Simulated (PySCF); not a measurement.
**C2H7Ge2N: geometry relaxation**

C2H7Ge2N, SMILES C#[C][GeH2][NH][GeH3], computed with PBE0-D3(BJ)/def2-SVP geometry optimisation, gas phase (PySCF 2.14.0).

It belongs to a series of runs on one base structure; here: H on Ge replaced by ethynyl.

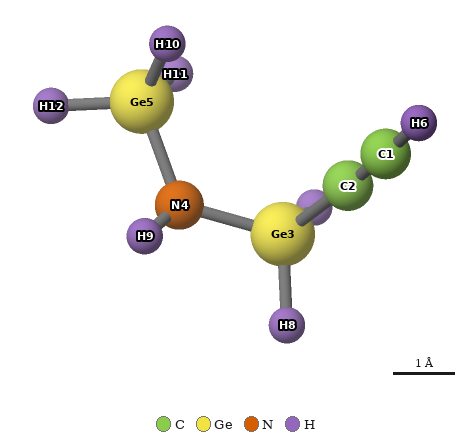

Figure 1. The starting structure (ball-and-stick view, seen at a tilt; atoms are numbered from 1 in the order of the input). Sticks mark near contacts. Bond lengths as drawn: C–C 1.20 Å, C–Ge 1.91 Å, C–H 1.06 Å, Ge–H 1.47 to 1.52 Å, Ge–N 1.78 to 1.84 Å and H–N 1.03 Å.

The input:
```
{"job": {"xc": "PBE0", "basis": "def2-SVP", "d3": "d3bj", "grid": 1, "shake": 0.01, "kind": "geom"}, "charge": 0, "multiplicity": 1}
C      2.573810     1.429770     0.440490
C      1.931390     0.509020     0.008810
Ge     0.843260    -0.943790    -0.599370
N     -0.715740    -0.995250     0.252560
Ge    -2.024300     0.283270     0.090070
H      3.109380     2.278510     0.790170
H      0.597260    -0.763880    -2.050730
H      1.576390    -2.230570    -0.287510
H     -0.723490    -1.437520     1.181650
H     -1.639850     1.593980     0.749390
H     -2.241810     0.497440    -1.352680
H     -3.246620    -0.249240     0.768130
```

The first line tells a small driver script what to run in PySCF; the rest is the geometry in Å.

Hardware: 1 CPU thread, shared host.

Run as:
```bash
OMP_NUM_THREADS=1 python <driver script> task.json out
```

Output:
```
step   0  E = -4287.80840948  max force = 0.023936
step   1  E = -4287.81289438  max force = 0.013349
step   2  E = -4287.81385081  max force = 0.005794
step   3  E = -4287.81395156  max force = 0.004928
step   4  E = -4287.81415260  max force = 0.003546
step   5  E = -4287.81424813  max force = 0.001565
step   6  E = -4287.81429454  max force = 0.001141
step   7  E = -4287.81432099  max force = 0.000475
step   8  E = -4287.81432713  max force = 0.000115
optimisation converged
```

Trajectory as extended XYZ (Å, eV, eV/Å), 9 frames, from step=0 to step=8:
```
12
Properties=species:S:1:pos:R:3:forces:R:3 step=0 energy=-116677.20981
C     2.5738    1.4298    0.4405    0.4786   0.8875   0.2931
C     1.9314    0.5090    0.0088   -0.7624  -1.1643  -0.5124
Ge    0.8433   -0.9438   -0.5994    1.1647   0.0264   0.4032
N    -0.7157   -0.9952    0.2526   -1.2293  -0.2653   1.1354
Ge   -2.0243    0.2833    0.0901    0.5212  -0.1599   0.6587
H     3.1094    2.2785    0.7902    0.3267   0.3635   0.2174
H     0.5973   -0.7639   -2.0507   -0.1836   0.1596  -0.9926
H     1.5764   -2.2306   -0.2875    0.2623  -0.3664   0.0348
H    -0.7235   -1.4375    1.1817    0.1639   0.1912  -0.5459
H    -1.6399    1.5940    0.7494    0.1432   0.4595   0.2051
H    -2.2418    0.4974   -1.3527   -0.1922   0.1846  -1.2308
H    -3.2466   -0.2492    0.7681   -0.6932  -0.3165   0.3338
12
Properties=species:S:1:pos:R:3:forces:R:3 step=1 energy=-116677.33185
C     2.6156    1.4228    0.3616   -0.0503  -0.0102  -0.0428
C     1.9566    0.4874   -0.0539   -0.0520  -0.0414   0.0216
Ge    0.8454   -0.9693   -0.6156   -0.3977  -0.0562   0.0727
N    -0.7553   -1.0025    0.3448    0.6864   0.1459  -0.5905
Ge   -2.0734    0.2712    0.1414   -0.2224   0.0925  -0.0615
H     3.1899    2.2585    0.7185    0.0375   0.0094   0.0108
H     0.5337   -0.7851   -2.1232   -0.0176  -0.0444   0.2992
H     1.6106   -2.2814   -0.3301   -0.1100   0.1325  -0.0332
H    -0.5554   -1.2082    1.3177   -0.0802  -0.1002   0.2347
H    -1.7063    1.6484    0.7699   -0.0380  -0.1620  -0.0832
H    -2.3081    0.4514   -1.3864    0.0656  -0.0665   0.3019
H    -3.3485   -0.2767    0.8423    0.1786   0.1006  -0.1298
12
Properties=species:S:1:pos:R:3:forces:R:3 step=2 energy=-116677.35788
C     2.5958    1.4321    0.3563   -0.0062   0.0221  -0.0231
C     1.9360    0.4937   -0.0506    0.0136   0.0043   0.0249
Ge    0.8314   -0.9652   -0.6061   -0.1333  -0.0516   0.0521
N    -0.7413   -1.0140    0.3519    0.2979   0.0922  -0.0274
Ge   -2.0479    0.2689    0.1389   -0.0991   0.0036   0.0139
H     3.1768    2.2671    0.7063    0.0080  -0.0101   0.0014
H     0.4788   -0.7729   -2.0859   -0.0162   0.0009  -0.0054
H     1.5935   -2.2718   -0.3474    0.0235  -0.0100  -0.0031
H    -0.5594   -1.2385    1.3299   -0.1066  -0.0411  -0.0359
H    -1.6807    1.6330    0.7667    0.0118  -0.0017   0.0034
H    -2.2451    0.4436   -1.3767    0.0103  -0.0147   0.0068
H    -3.3330   -0.2592    0.8038   -0.0037   0.0061  -0.0077
12
Properties=species:S:1:pos:R:3:forces:R:3 step=3 energy=-116677.36062
C     2.6528    1.4243    0.3418    0.0095   0.0150  -0.0200
C     1.9759    0.4926   -0.0520    0.0161  -0.0026   0.0294
Ge    0.8496   -0.9546   -0.5960   -0.0883   0.0585  -0.0543
N    -0.7284   -0.9635    0.3340    0.0389   0.0489   0.2534
Ge   -2.0930    0.2649    0.1443    0.1085  -0.0481  -0.0835
H     3.2532    2.2501    0.6812   -0.0021  -0.0072  -0.0006
H     0.5052   -0.7723   -2.0758    0.0058   0.0082  -0.0811
H     1.5874   -2.2704   -0.3204    0.0244  -0.0227   0.0159
H    -0.5725   -1.2119    1.3107   -0.0747  -0.0623  -0.0441
H    -1.7829    1.6289    0.7965    0.0133   0.0266   0.0286
H    -2.2852    0.4538   -1.3656   -0.0223   0.0174  -0.0737
H    -3.3574   -0.3255    0.7883   -0.0291  -0.0318   0.0301
12
Properties=species:S:1:pos:R:3:forces:R:3 step=4 energy=-116677.36609
C     2.6486    1.4326    0.3330    0.0108   0.0027  -0.0198
C     1.9673    0.4998   -0.0505   -0.0047  -0.0041   0.0190
Ge    0.8377   -0.9491   -0.5880    0.0454  -0.0049  -0.0613
N    -0.7271   -0.9751    0.3556   -0.0680   0.0786   0.1824
Ge   -2.0796    0.2619    0.1422    0.0568  -0.0417  -0.0308
H     3.2552    2.2570    0.6642   -0.0031  -0.0007   0.0013
H     0.4759   -0.7584   -2.0650    0.0073   0.0076  -0.0364
H     1.5897   -2.2624   -0.3304    0.0138  -0.0043   0.0050
H    -0.5923   -1.2435    1.3293   -0.0222  -0.0470  -0.0469
H    -1.7676    1.6218    0.8044    0.0001   0.0156   0.0126
H    -2.2440    0.4535   -1.3722   -0.0123   0.0152  -0.0452
H    -3.3593   -0.3215    0.7642   -0.0240  -0.0170   0.0202
12
Properties=species:S:1:pos:R:3:forces:R:3 step=5 energy=-116677.36869
C     2.6653    1.4350    0.3195    0.0114  -0.0047  -0.0165
C     1.9742    0.5039   -0.0504   -0.0185   0.0026   0.0184
Ge    0.8349   -0.9411   -0.5793    0.0466  -0.0274  -0.0346
N    -0.7261   -0.9679    0.3726   -0.0480   0.0805   0.0530
Ge   -2.0838    0.2583    0.1423    0.0105  -0.0310  -0.0079
H     3.2815    2.2564    0.6401   -0.0038   0.0025   0.0014
H     0.4686   -0.7454   -2.0568    0.0014   0.0014   0.0047
H     1.5912   -2.2544   -0.3292   -0.0020   0.0003   0.0025
H    -0.6116   -1.2632    1.3398    0.0147  -0.0349  -0.0245
H    -1.7925    1.6161    0.8204   -0.0070   0.0040  -0.0015
H    -2.2286    0.4599   -1.3755    0.0002   0.0050   0.0018
H    -3.3683   -0.3411    0.7436   -0.0055   0.0015   0.0031
12
Properties=species:S:1:pos:R:3:forces:R:3 step=6 energy=-116677.36995
C     2.6864    1.4350    0.3061    0.0104  -0.0075  -0.0116
C     1.9851    0.5064   -0.0505   -0.0195   0.0046   0.0142
Ge    0.8360   -0.9334   -0.5723    0.0355  -0.0265  -0.0194
N    -0.7229   -0.9526    0.3832   -0.0313   0.0587   0.0003
Ge   -2.0932    0.2549    0.1443   -0.0104  -0.0173   0.0051
H     3.3116    2.2535    0.6166   -0.0041   0.0038   0.0013
H     0.4678   -0.7358   -2.0496    0.0008  -0.0014   0.0131
H     1.5878   -2.2496   -0.3227   -0.0069   0.0023   0.0012
H    -0.6225   -1.2748    1.3425    0.0252  -0.0226  -0.0086
H    -1.8305    1.6120    0.8363   -0.0058  -0.0012  -0.0055
H    -2.2241    0.4674   -1.3740    0.0049   0.0000   0.0128
H    -3.3768   -0.3666    0.7270    0.0014   0.0073  -0.0032
12
Properties=species:S:1:pos:R:3:forces:R:3 step=7 energy=-116677.37067
C     2.7044    1.4338    0.2945    0.0069  -0.0050  -0.0053
C     1.9948    0.5075   -0.0513   -0.0108   0.0042   0.0065
Ge    0.8385   -0.9277   -0.5685    0.0084  -0.0132  -0.0052
N    -0.7192   -0.9363    0.3892   -0.0037   0.0244  -0.0147
Ge   -2.1029    0.2526    0.1481   -0.0160  -0.0035   0.0079
H     3.3354    2.2508    0.5972   -0.0030   0.0027   0.0008
H     0.4712   -0.7306   -2.0459    0.0007  -0.0025   0.0088
H     1.5822   -2.2477   -0.3148   -0.0046   0.0011  -0.0001
H    -0.6250   -1.2811    1.3409    0.0155  -0.0086  -0.0006
H    -1.8661    1.6094    0.8501   -0.0013  -0.0027  -0.0033
H    -2.2252    0.4744   -1.3695    0.0047  -0.0023   0.0094
H    -3.3833   -0.3886    0.7170    0.0034   0.0056  -0.0043
12
Properties=species:S:1:pos:R:3:forces:R:3 step=8 energy=-116677.37084
C     2.7117    1.4331    0.2883    0.0031  -0.0020  -0.0014
C     1.9987    0.5076   -0.0529   -0.0029   0.0022   0.0002
Ge    0.8398   -0.9259   -0.5681   -0.0024  -0.0024  -0.0003
N    -0.7168   -0.9279    0.3908    0.0020   0.0030  -0.0038
Ge   -2.1077    0.2520    0.1516   -0.0059   0.0016   0.0034
H     3.3439    2.2502    0.5879   -0.0015   0.0011   0.0001
H     0.4734   -0.7307   -2.0456    0.0006  -0.0016   0.0013
H     1.5783   -2.2479   -0.3107   -0.0007   0.0000  -0.0005
H    -0.6227   -1.2827    1.3388    0.0044  -0.0006   0.0005
H    -1.8817    1.6082    0.8577    0.0006  -0.0014   0.0002
H    -2.2263    0.4781   -1.3653    0.0016  -0.0010   0.0020
H    -3.3860   -0.3979    0.7145    0.0011   0.0010  -0.0017
```

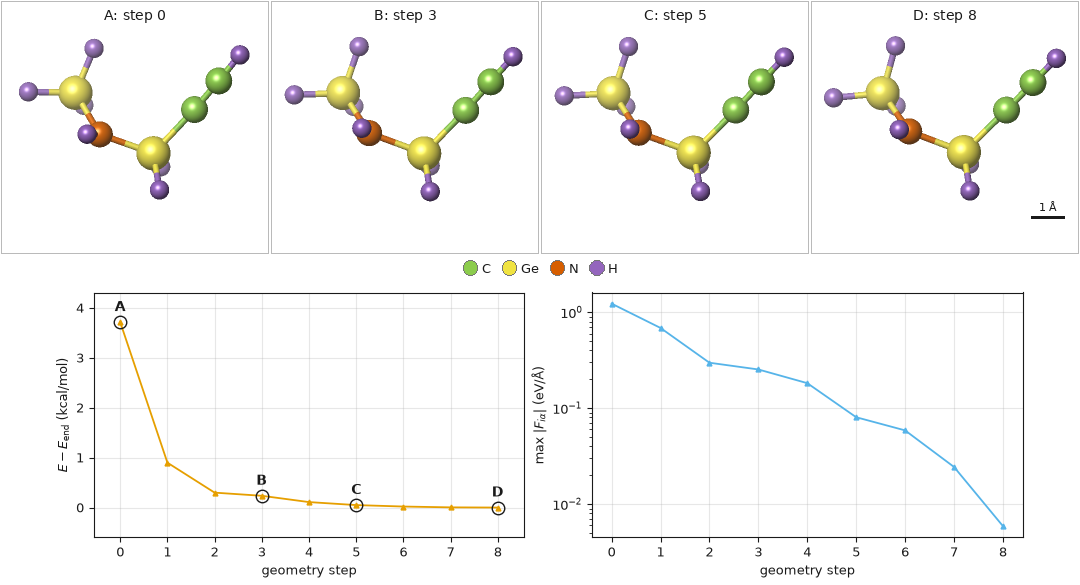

Figure 2. Frames of the relaxation (ball-and-stick view, seen at a tilt) above the curves, on which the letters mark them (steps are counted from 0).

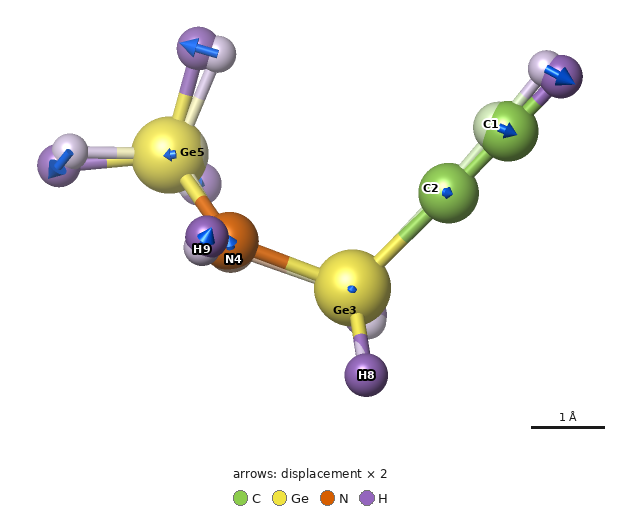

Figure 3. Start (faint) and end (solid) with the displacements as blue arrows, magnified 2 times (ball-and-stick view, seen at a tilt). The two geometries are laid on each other by the best rigid fit. The largest moves after the best rigid fit, 0.28 Å, are those of H10 and H12. By element the largest moves are H 0.28 Å, C 0.14 Å, N 0.11 Å, Ge 0.09 Å. Among the contacts that change: Ge5–H11 1.475 → 1.538 Å, Ge3–H7 1.483 → 1.535 Å, Ge3–N4 1.777 → 1.828 Å, Ge5–H12 1.496 → 1.541 Å. Among the angles that change: C2–C1–H6 176.9° → 179.8°, Ge3–N4–H9 116.9° → 114.2°, Ge5–N4–H9 111.9° → 114.5°. Over 8 geometry steps the energy falls by 3.71 kcal/mol. The largest force component goes from 1.2 to 0.0059 eV/Å. (Atoms are counted from 1 in the order of the input.)

Results in brief:

- outcome: converged
- total energy: −4287.814327 hartree
- dipole moment: 0.74 D
- point group: C1
- wall time: 2.8 min
- peak memory: 0.54 GiB
